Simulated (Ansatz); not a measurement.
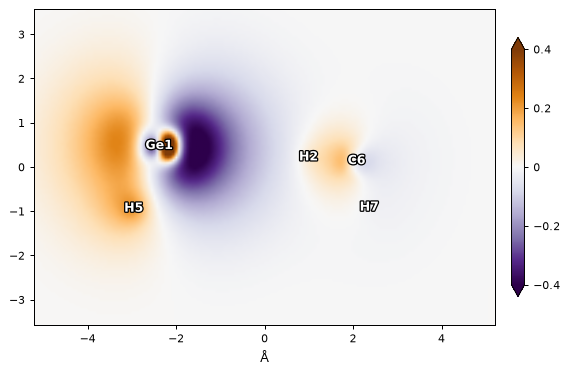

GeH$_{3}$···CH$_{4}$ (doublet). The LUMO (β) on the plane of atoms H2, C6 and H7 (values in Å⁻³ᐟ²; the overall sign is arbitrary).

The calculation used UKS BHLYP-D4/def2-SVP in Ansatz.

Input file:

```
crystal:
  periodic: [false, false, false]
  atoms:
    - { symbol: Ge, position_ang: [0.000533, 2.0e-06, -0.410371] }
    - { symbol: H, position_ang: [-0.000167, -7.0e-06, 2.34525] }
    - { symbol: H, position_ang: [1.467393, 5.1e-05, -0.866763] }
    - { symbol: H, position_ang: [-0.733015, 1.270351, -0.866538] }
    - { symbol: H, position_ang: [-0.73293, -1.270397, -0.866535] }
    - { symbol: C, position_ang: [-6.0e-05, -2.1e-05, 3.446874] }
    - { symbol: H, position_ang: [-0.556756, -0.866968, 3.807046] }
    - { symbol: H, position_ang: [1.029142, -0.048707, 3.806881] }
    - { symbol: H, position_ang: [-0.472439, 0.915596, 3.807057] }
magnetization:
  spin_polarized: true
  initial_magnetization: 1
basis:
  gaussian: { orbitals: def2-SVP }
hamiltonian:
  xc: { name: BHLYP }
  dispersion: d4
relax:
  f_tol: 0.03
  max_steps: 50
output:
  orbitals: {}
```

Run with:

```sh
ansatz run input.yaml --threads 2 --pin off --max-ram 3072MiB --backend cpu --events-out ev --progress --plain --runs-dir out
```

The fields are those of the run's last geometry, not of the input's.

### What is the character of this orbital?

By Hirshfeld shares it lies mainly on Ge1 (about 80 %). Its energy is −1.92 eV.
